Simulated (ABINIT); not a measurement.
Band structure of BaMg₃ (Pmm2, 4 atoms in the cell).

```
CELL_PARAMETERS angstrom
      3.63340     0.00000     0.00000
      0.00000     5.19982     0.00000
      0.00000     0.00000     6.71728
ATOMIC_POSITIONS crystal
  Ba 0.00000 0.00000 0.15934
  Mg 0.50000 0.00000 0.65900
  Mg 0.50000 0.50000 0.40545
  Mg 0.00000 0.50000 0.77620
```

Computed with LDA (PW92), PAW (JTH v2.0 LDA PAW) (plane waves; ABINIT).

Settings: pseudos = [Ba.LDA_PW-JTH.xml, Mg.LDA_PW-JTH.xml]; ecut = 20 Ha; pawecutdg = 40 Ha; pawxcdev = 0; occopt = 7; tsmear = 0.00367493 Ha; ngkpt = 7 5 4; nshiftk = 1; shiftk = 0 0 0; potentials = JTH v2.0 LDA PAW; kptopt = 1; nstep = 60; toldfe1 = 1e-09 Ha.

The starting cell comes from a database of computed structures (which also holds hypothetical and non-ambient phases and stackings), without a prior relaxation at this level. Its lattice was rescaled by a random factor within 2.5 % of one.

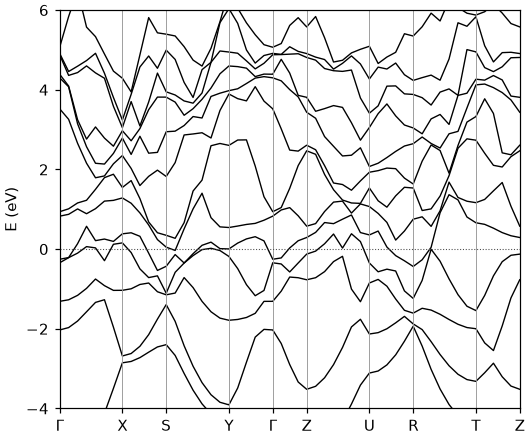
Bands along the path, energies from the Fermi level.

Levels in eV from the Fermi level, bands 17 to 24:
| point | 17 | 18 | 19 | 20 | 21 | 22 | 23 | 24 |
|---|---|---|---|---|---|---|---|---|
| Γ | -5.60 | -2.03 | -1.31 | -0.34 | -0.25 | 0.83 | 0.94 | 3.52 |
| X | -2.85 | -2.68 | -1.03 | 0.16 | 0.38 | 1.28 | 1.55 | 2.35 |
| S | -2.40 | -1.39 | -1.15 | -1.11 | -0.43 | 0.05 | 0.35 | 1.82 |
| Y | -4.34 | -3.91 | -1.79 | -0.18 | 0.00 | 0.54 | 2.60 | 3.89 |
| Z | -5.12 | -3.52 | -0.77 | -0.13 | 0.29 | 0.58 | 2.47 | 2.61 |
| U | -3.11 | -2.13 | -0.85 | -0.35 | 0.36 | 1.07 | 1.53 | 1.93 |
| R | -1.94 | -1.88 | -1.61 | -1.24 | -0.44 | 0.75 | 1.53 | 1.63 |
| T | -4.41 | -3.32 | -2.00 | -1.54 | 0.66 | 1.17 | 2.73 | 3.33 |

Bands cross the Fermi level along this path, so the cell is metallic at this level.
